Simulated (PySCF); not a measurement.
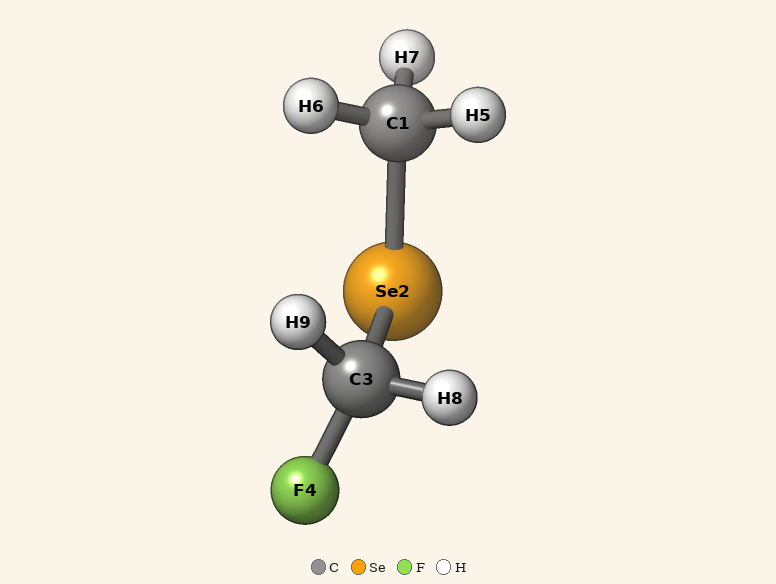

Geometry: an image of a reaction path computed with GFN2-xTB, not a minimum. Method: B3LYP/pcJ-1 (pcSseg-1 on Se) indirect spin-spin coupling, non-relativistic, gas phase (PySCF 2.14.0). Isotopes: 13C, 19F, 1H.

Give the spin–spin coupling constants of these pairs, with the number of bonds between them: C1/H7, C1/H6, C1/H5, C3/H9, C3/H8, C1/C3, F4/H8, F4/H9, H5/H6, C3/H5.

```json
{"pair": "C1, H7", "bonds apart": "1", "J (Hz)": "148.6"}
{"pair": "C1, H6", "bonds apart": "1", "J (Hz)": "148.3"}
{"pair": "C1, H5", "bonds apart": "1", "J (Hz)": "150.7"}
{"pair": "C3, H9", "bonds apart": "1", "J (Hz)": "168.6"}
{"pair": "C3, H8", "bonds apart": "1", "J (Hz)": "175.2"}
{"pair": "C1, C3", "bonds apart": "2", "J (Hz)": "0.8"}
{"pair": "F4, H8", "bonds apart": "2", "J (Hz)": "56.2"}
{"pair": "F4, H9", "bonds apart": "2", "J (Hz)": "49.2"}
{"pair": "H5, H6", "bonds apart": "2", "J (Hz)": "−7.5"}
{"pair": "C3, H5", "bonds apart": "3", "J (Hz)": "1.0"}
```

Density functionals are unreliable for couplings to fluorine, so those rows may be far off.
